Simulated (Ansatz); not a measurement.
# Calculations on SiH₃Cl and related structures

## 1. Relaxation

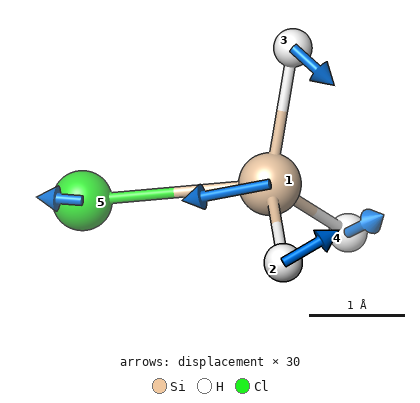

This is a relaxation of SiH3Cl. The starting structure is drawn; blue arrows show the displacements, 30 times their true length. The two geometries are superimposed by the best rigid fit.

A ball-and-stick model, seen at a tilt.

It is one of the separated reactants of a reaction.

Theory: RKS PBE0-D4/def2-TZVP (Ansatz). Set-up: force threshold 0.005 eV/Å; at most 200 steps.

Question: Atoms of which element are displaced furthest, and by how much?

Answer: Silicon: up to 0.034 Å, against 0.023 Å for hydrogen.

Question: Describe the change and its energy.

Answer: After 3 geometry steps the energy has fallen by 0.30 kcal/mol. Largest force component: 0.55 eV/Å at the start, 0.0032 eV/Å at the end. Si1 moves most after the best rigid fit: 0.034 Å. By element the largest moves are Si 0.034 Å, H 0.023 Å, Cl 0.017 Å. Among the contacts that change: Si1–Cl5 2.070 → 2.053 Å. Bond angles that change, for instance: H2–Si1–Cl5 106.4° → 108.5°, H2–Si1–H3 112.5° → 110.4°.

## 2. Relaxation

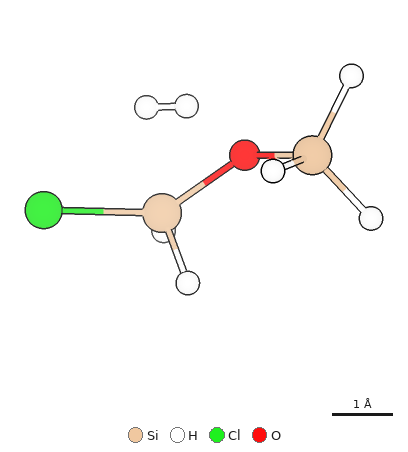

This is the input geometry for a relaxation of Si₂H₇OCl (started from a transition state, displaced along its imaginary mode). The picture is a ball-and-stick view, seen at a tilt.

Level of theory: Ansatz 0.2.0, RKS PBE0-D4/def2-TZVP.

The input:
```yaml
crystal:
  periodic: [false, false, false]
  atoms:
    - {symbol: Si, position_ang: [-0.447075, -0.484949, -1.206673]}
    - {symbol: H, position_ang: [1.360252, -0.873834, -1.256365]}
    - {symbol: H, position_ang: [-0.701172, -1.928140, -1.501197]}
    - {symbol: H, position_ang: [-1.698354, 0.142813, -0.843564]}
    - {symbol: Cl, position_ang: [-0.104464, 0.534800, -3.002861]}
    - {symbol: H, position_ang: [1.263664, -0.717718, -0.548234]}
    - {symbol: O, position_ang: [0.276659, -0.256070, 0.388485]}
    - {symbol: Si, position_ang: [0.057072, 0.695389, 1.707857]}
    - {symbol: H, position_ang: [-0.139314, 2.095489, 1.265146]}
    - {symbol: H, position_ang: [-1.135355, 0.200519, 2.433600]}
    - {symbol: H, position_ang: [1.267988, 0.591701, 2.563806]}
basis:
  gaussian: {orbitals: def2-TZVP}
hamiltonian: {xc: pbe0, dispersion: d4}
relax: {f_tol: 0.005, max_steps: 200}
```

Launched with:
```bash
ansatz run in.yaml --threads 4 --pin off --events-out ev --progress --plain --max-ram 9574MiB
```

### Where does the relaxation end?

The energy falls by 44.8 kcal/mol in 46 accepted moves (52 points after the start). The largest force component goes from 2.9 to 0.0028 eV/Å. The line search rejected the trial steps at points 12, 19, 22, 24, 39, 45 of the run. H4 moves most after the best rigid fit: 1.30 Å. Largest moves by element: H 1.30 Å, O 1.16 Å, Cl 0.76 Å, Si 0.71 Å. Among the contacts that change: H6–O7 1.437 → 3.489 Å, Si1–H6 1.848 → 3.656 Å, Si1–H2 1.849 → 3.411 Å, Si1–O7 1.767 → 1.617 Å. Bond angles that change, for instance: Cl5–Si1–O7 130.1° → 110.2°, H4–Si1–O7 94.1° → 109.1°, Si1–O7–Si8 138.3° → 150.2°. Groups turn about Si1–O7 by about 125°, O7–Si8 by about 70°. The run took 120 s on 4 threads of Arm Neoverse V2, with other jobs on the host.

Step by step:

```csv
step,"E − E(0), kcal/mol","largest force component, eV/Å",note
0,0.00,2.9020,
1,-14.78,1.3119,
2,-27.07,1.5815,
3,-35.73,0.6894,
4,-39.17,0.5483,
5,-41.68,0.6455,
6,-42.84,0.2179,
7,-43.51,0.1536,
8,-43.66,0.4098,
9,-44.03,0.2787,
10,-44.13,0.2028,
12,-44.05,0.6260,rejected
14,-44.27,0.1250,
17,-44.37,0.1375,
19,-44.34,0.3891,rejected
21,-44.46,0.0954,
23,-44.48,0.0253,
25,-44.50,0.0155,
28,-44.57,0.1616,
30,-44.60,0.1253,
32,-44.63,0.0711,
34,-44.65,0.0791,
37,-44.70,0.1069,
39,-44.71,0.1333,rejected
41,-44.76,0.0337,
43,-44.78,0.0245,
45,-44.77,0.1599,rejected
48,-44.79,0.0069,
50,-44.80,0.0070,
52,-44.80,0.0028,
```

Final geometry:

```xyz
11

Si   -1.1426   -0.5616   -1.1113
H     2.2548   -0.2907   -0.9723
H    -0.4586   -1.8344   -1.4221
H    -2.5983   -0.6404   -1.3475
Cl   -0.3841    0.8665   -2.3774
H     2.4437   -0.7691   -0.4306
O    -0.8792   -0.1417    0.4274
Si    0.0006    0.6662    1.5525
H     0.7158    1.8029    0.9227
H    -0.9319    1.1663    2.5911
H     0.9797   -0.2640    2.1674
```

After the run, drawn alike:

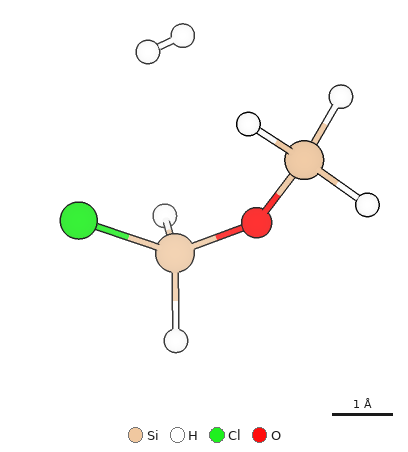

## 3. Reaction

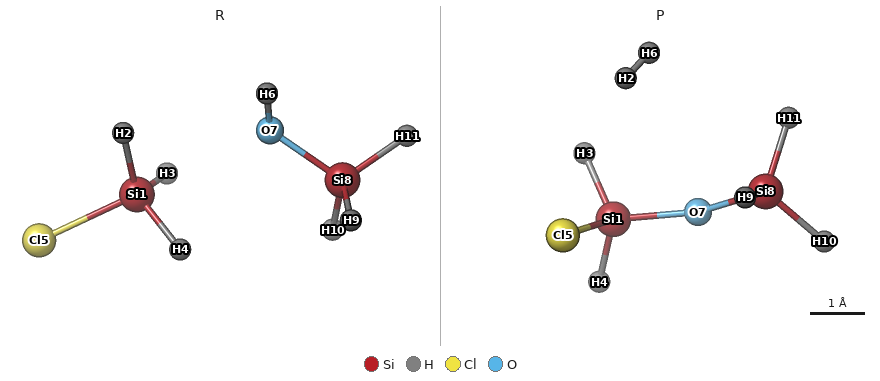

Reactant (R) and product (P) of one elementary step of Si₂H₇OCl. A ball-and-stick model, seen at a tilt.

Stationary points at PBE0-D4/def2-TZVP, single-point energies with CCSD(T)/CBS, BLYP-D4, RPA@PBE, wB97X-V, B2PLYP, r2SCAN0-D4 (def2-TZVPP where no basis is named; Ansatz 0.2.0). The energies are electronic, without zero-point or thermal terms, and both ends are the minima reached downhill from the saddle, with any fragments still in contact. CCSD(T)/CBS stands for a frozen-core estimate: MP2 correlation extrapolated from def2-TZVPP and def2-QZVPP, CCSD(T) minus MP2 from the smaller set.

R:
```xyz
11

Si   -0.4189   -0.4962   -1.8370
H     1.0337   -0.4706   -2.1131
H    -0.8200   -1.6607   -1.0222
H    -0.8968    0.7804   -1.2619
Cl   -1.3572   -0.6979   -3.6707
H     1.8437   -0.0753    0.5676
O     0.9003   -0.2175    0.6585
Si    0.1143    0.5478    1.9001
H     0.2000    2.0256    1.7611
H    -1.2939    0.1044    1.8049
H     0.6948    0.1599    3.2128
```

P:
```xyz
11

Si   -1.1288   -0.5774   -1.1173
H     2.2642   -0.2661   -0.9574
H    -0.4279   -1.8427   -1.4210
H    -2.5820   -0.6739   -1.3626
Cl   -0.3792    0.8569   -2.3817
H     2.4553   -0.7412   -0.4134
O    -0.8802   -0.1511    0.4222
Si   -0.0172    0.6694    1.5510
H     0.6886    1.8132    0.9233
H    -0.9621    1.1607    2.5826
H     0.9690   -0.2478    2.1741
```

> What is the transition state like, and how high is the barrier?

Counted by bonded pieces, R holds SiH₃Cl + SiH₄O and P holds H₂ + Si₂H₅ClO. From R over the saddle to P, bonds form: Si1–O7 (2.84 → 1.85 → 1.62 Å), H2–H6 (2.83 → 1.13 → 0.75 Å). Bonds break: Si1–H2 (1.48 → 1.69 → 3.41 Å), H6–O7 (0.96 → 1.13 → 3.49 Å). The saddle has one imaginary mode, 1250i cm⁻¹. With CCSD(T)/CBS the barrier is 38.2 kcal/mol from R and 60.2 kcal/mol from P, and P lies 22.1 kcal/mol below R.

```
      level  barrier from R (kcal/mol)  barrier from P (kcal/mol)  P less R (kcal/mol)
CCSD(T)/CBS                       38.2                       60.2                −22.1
    BLYP-D4                       34.9                       56.4                −21.6
    RPA@PBE                       39.6                       60.2                −20.6
    wB97X-V                       38.2                       59.1                −20.9
     B2PLYP                       38.5                       59.9                −21.4
 r2SCAN0-D4                       35.8                       57.4                −21.6
```

Against CCSD(T)/CBS, wB97X-V comes closest on the barrier from R (+0.0 kcal/mol) and BLYP-D4 misses most (−3.3 kcal/mol).

Saddle geometry:

```xyz
11

Si   -0.3827   -0.5400   -1.2978
H     1.2688   -0.8861   -1.3682
H    -0.7469   -1.9570   -1.5219
H    -1.6375    0.1338   -0.8473
Cl   -0.1267    0.5591   -3.0495
H     1.1955   -0.5926   -0.2842
O     0.3428   -0.2928    0.3888
Si    0.0701    0.6970    1.7201
H    -0.1340    2.0888    1.2593
H    -1.1272    0.1979    2.4317
H     1.2778    0.5920    2.5691
```

The saddle point in the same view, with dashed sticks for the bonds that form or break:

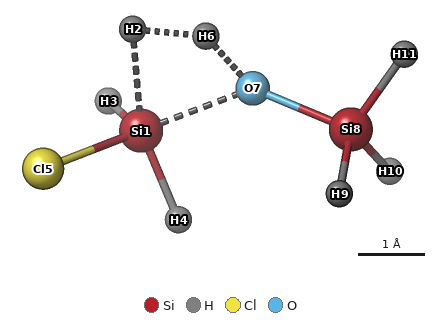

Limits of the set-up: the start holds two separate molecules, 2.8 Å apart at their closest, whose relative position is a soft coordinate.
